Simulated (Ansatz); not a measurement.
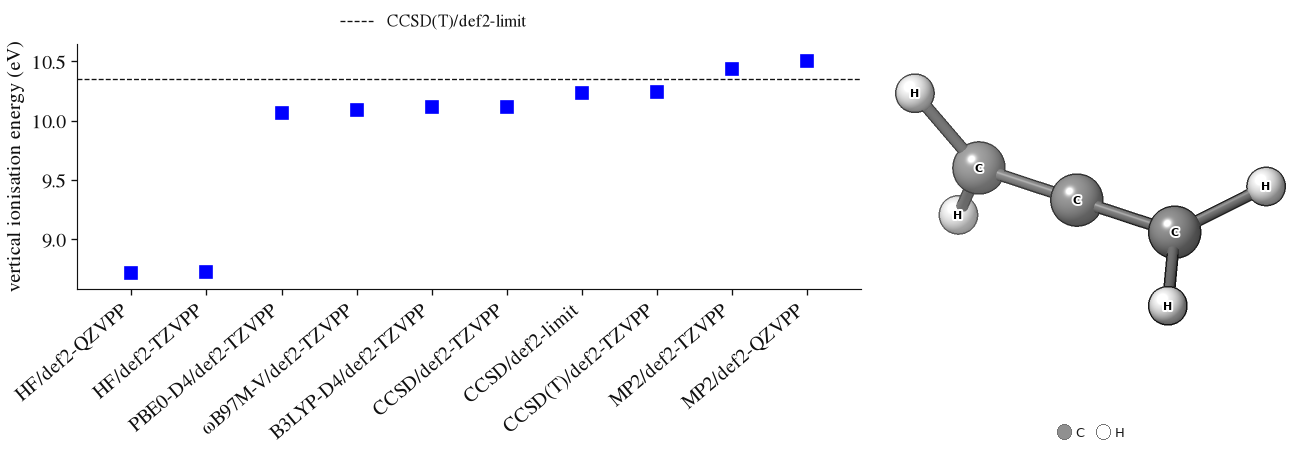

Vertical ionisation energy of C₃H₄, SMILES C=C=C, taken as the energy of the cation less that of the neutral at fixed geometry (unrestricted doublet cation, cores frozen in correlated methods, no spin-orbit coupling), the Ansatz code 0.2.0, at a PBE0-D4/def2-TZVP geometry (a minimum by its frequencies). Limit means an estimate of the basis limit from triple and quadruple zeta; for coupled cluster it is either extrapolated directly or built as the MP2 limit plus the step from MP2 in triple zeta. The distance of CCSD/def2-TZVPP, CCSD(T)/def2-TZVPP, MP2/def2-TZVPP and MP2/def2-QZVPP to the limit includes basis error.

Q: Which level comes closest to the line (CCSD(T)/def2-limit), and which misses most?

A: Closest MP2/def2-TZVPP (10.44 eV), against 10.35 eV; farthest HF/def2-QZVPP (8.72 eV).

Q: Give the values.

A:
```tsv
level	eV	less CCSD(T)/def2-limit
HF/def2-QZVPP	8.72	−1.63
HF/def2-TZVPP	8.72	−1.63
PBE0-D4/def2-TZVPP	10.06	−0.29
ωB97M-V/def2-TZVPP	10.09	−0.27
B3LYP-D4/def2-TZVPP	10.11	−0.24
CCSD/def2-TZVPP	10.12	−0.24
CCSD/def2-limit	10.23	−0.12
CCSD(T)/def2-TZVPP	10.24	−0.11
MP2/def2-TZVPP	10.44	0.08
MP2/def2-QZVPP	10.50	0.15
CCSD(T)/def2-limit	10.35	0.00
```
